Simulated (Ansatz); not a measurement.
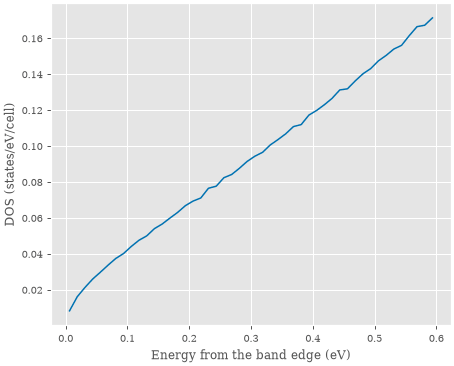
*Density of states of Zn₂InGaO₅ (P6_3/mmc) above the conduction band minimum, Ansatz (a program for electronic structure) with PBEsol, rigid bands; cell volume 211.2 Å³.*

**Question.** What effective density of states at 300 K does this give (∫ g(E) exp(−E/k_BT) dE, both spins, divided by the cell's size)?

**Answer.** 2.1e18 cm⁻³, a density-of-states mass of 0.192 mₑ, valleys and band degeneracy included.

Spin-orbit coupling is left out. Geometry: cell and atoms relaxed with PBEsol.

Computed structure with no diffraction record at hand here (it may be known, metastable or hypothetical): Zn2InGaO5 (P6_3/mmc).
